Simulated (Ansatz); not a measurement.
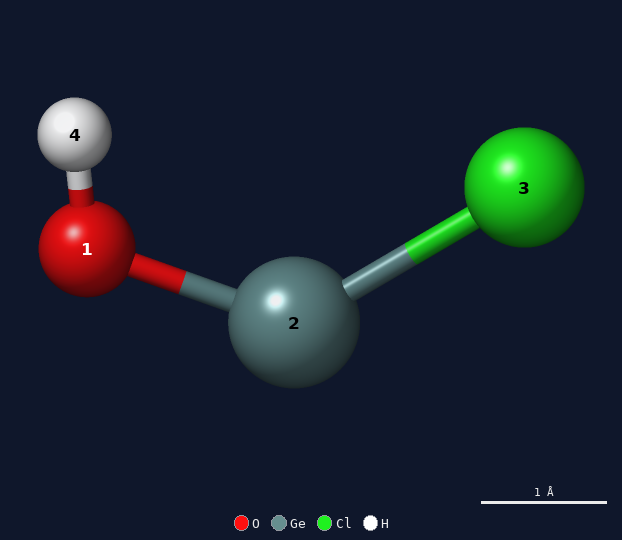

(Drawn from a calculation with Ansatz.)

Numbered structure. Geometry: moved along internal coordinates away from the minimum.

List the bonds and their lengths.

| bond | length (Å) |
| --- | --- |
| O1–Ge2 | 1.772 |
| O1–H4 | 0.963 |
| Ge2–Cl3 | 2.212 |
